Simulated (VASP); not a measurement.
Band structure of Be2C (antifluorite). All values below come from LDA (Ceperley-Alder, Perdew-Zunger), VASP's LDA PAW potentials (set 64) (plane waves; VASP).

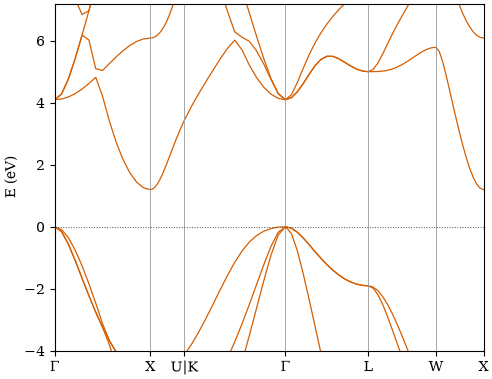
*Bands along high-symmetry lines, zero at the valence-band maximum or, without a gap, the Fermi level*

Read the plot: is there a gap, and where are the band edges?

The gap is indirect, 1.20 eV, from the valence maximum at Γ to the conduction minimum at X. (Edges off the drawn lines would not show.)

The compound is Be2C in the antifluorite structure. It was relaxed first.
